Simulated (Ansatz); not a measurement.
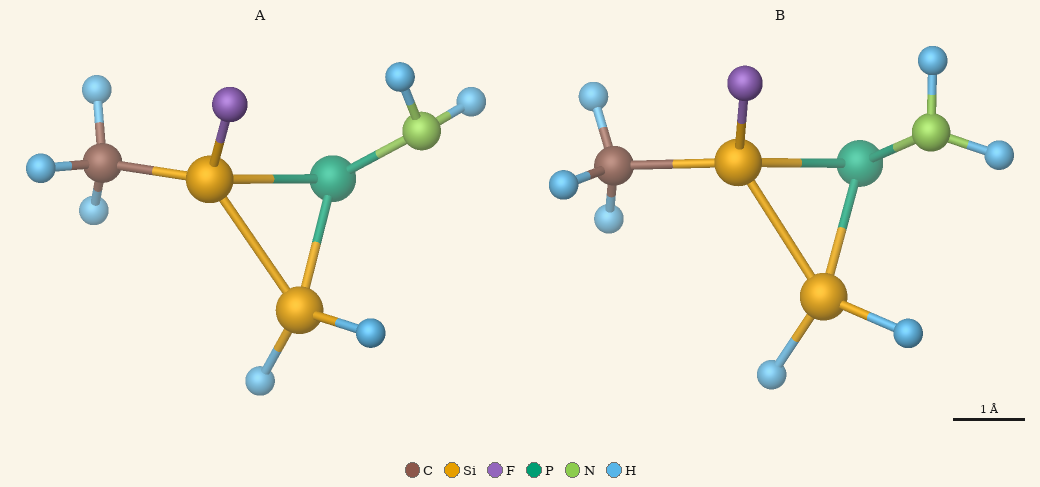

Two geometries of CH$_{7}$FNPSi$_{2}$, drawn at one scale. One is the start of a relaxation, the other its converged end. A ball-and-stick model, seen face on.

Level of theory: RKS PBE-D4/6-31G* (Ansatz 0.2.0). Settings: no spin polarisation; force threshold 0.015 eV/Å; at most 40 steps.

Which geometry has the lower energy?

Answer. Structure B is the relaxed one. The run prepares an end point of a later path (inversion) calculation, from a guessed geometry. The energy falls by 68.3 kJ/mol in 14 geometry steps. The largest force component goes from 3 to 0.0078 eV/Å. The atom that moves furthest after the best rigid fit is an H atom (1.04 Å). Largest moves by element: H 1.04 Å, P 0.35 Å, F 0.34 Å, Si 0.33 Å, N 0.28 Å, C 0.13 Å. Among the contacts that change: C–Si 1.748 → 1.880 Å, P–Si 2.251 → 2.357 Å, N–P 1.721 → 1.818 Å, H–Si 1.431 → 1.495 Å. Among the angles between lasting bonds that change: Si–P–N 102.2° → 83.8°, Si–P–N 100.8° → 82.6°, Si–Si–H 120.1° → 132.8°. Groups turn about N–P by about 50°.
